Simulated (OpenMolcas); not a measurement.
```
&GATEWAY
Basis set
Pr.ANO-RCC-VDZP.
Pr1 0.0 0.0 0.0 Angstrom
End of basis
Basis set
F.ANO-RCC-VDZP.
L1 2.357000 0.000000 0.000000 Angstrom
L2 0.000000 2.357000 0.000000 Angstrom
L3 0.000000 0.000000 2.357000 Angstrom
End of basis
Basis set
Na.EMB-AIMP.Ruiperez.7s4p.1s1p.ECP.Cs2NaYF6.
PseudoCharge
* 3 symmetry-unique lattice sites within 7.6 angstrom
End of basis
Basis set
Cs.EMB-AIMP.Ruiperez.0s.0s.ECP.Cs2NaYF6.
PseudoCharge
* 16 symmetry-unique lattice sites within 7.6 angstrom
End of basis
Basis set
F.EMB-AIMP.Ruiperez.0s.0s.ECP.Cs2NaYF6.
PseudoCharge
* 27 symmetry-unique lattice sites within 7.6 angstrom
End of basis
Basis set
Y.EMB-AIMP.Ruiperez.0s.0s.ECP.Cs2NaYF6.
PseudoCharge
* 6 symmetry-unique lattice sites within 7.6 angstrom
End of basis
Symmetry
XYZ
AngMom=0.0 0.0 0.0
AMFI
RICD
XField
1537 Angstrom 0
* Evjen-weighted lattice charges
&SEWARD
&RASSCF
FileOrb=start.orb
Symmetry=1
Spin=3
nActEl=2 0 0
Inactive=30 27
Ras2=0 7
CIRoot=21 21 1
SDav=21
CIMx=300
Iter=150 100
PrWF=0.3
OrbListing=Nothing
MaxOrb=0
LevShft=1.0
>>> COPY $Project.JobIph JOB001
&RASSCF
FileOrb=start.orb
Symmetry=1
Spin=1
nActEl=2 0 0
Inactive=30 27
Ras2=0 7
CIRoot=28 28 1
SDav=28
CIMx=300
Iter=150 100
PrWF=0.3
OrbListing=Nothing
MaxOrb=0
CIOnly
LevShft=1.0
>>> COPY $Project.JobIph JOB002
&RASSI
NrOfJobIphs=2 21 27
1 2 3 4 5 6 7 8 9 10 11 12 13 14 15 16 17 18 19 20 21
1 2 3 4 5 6 7 8 9 10 11 12 13 14 15 16 17 18 19 20 21 22 23 24 25 26 27
IphNames
JOB001
JOB002
EJob
SpinOrbit
DIPRint=1.0
SOCoupling=1000.0
Subsets=2
Property=9
'ANGMOM' 1 'ANGMOM' 2 'ANGMOM' 3 'MLTPL  1' 1 'MLTPL  1' 2 'MLTPL  1' 3
'AMFI' 1 'AMFI' 2 'AMFI' 3
SOProperty=3
'ANGMOM' 1 'ANGMOM' 2 'ANGMOM' 3
```

Command:
```bash
OMP_NUM_THREADS=1 MOLCAS_MEM=2457 MOLCAS_PROJECT=a pymolcas a.inp > a.log  # once for each step of the input, in one work folder
```

The calculation used state-averaged CASSCF, active space 2 electrons in the shell 4f, basis ANO-RCC-VDZP on all atoms, DKH2 scalar Hamiltonian, spin-orbit coupling by RASSI with atomic mean-field integrals (OpenMolcas).

Pr³⁺ (4f²) as a dopant in Cs₂NaYF₆, a cluster with its 6 nearest F⁻ at 2.357 Å (octahedron) embedded in model potentials and point charges; the geometry was set, not optimised. The cluster and the levels that result:

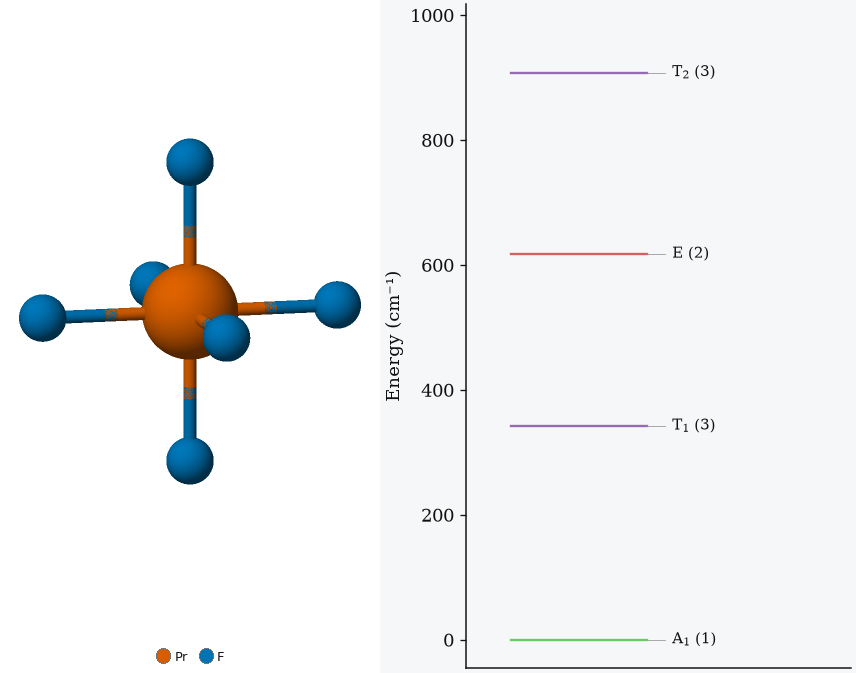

Labels give the representation in O, Td, D4 or D3 as the site allows (double group for half-integer spin) where it could be assigned and, in brackets, the degeneracy; spin-free states, where drawn, share the zero of the spin-orbit levels.

The ground level is A₁, non-degenerate, 98 % from states of spin multiplicity 3, effective J = 4.00, with |mJ| = 0 the largest share (58 %). The next level lies at 342 cm⁻¹ (T₁). The lowest J multiplet spreads over 908 cm⁻¹. The active orbitals hold 99 to 100 % metal character (Löwdin), and the Mulliken charge of the metal is +2.42.

Limits of the model: the geometry is set by hand, with no relaxation and no charge compensation.
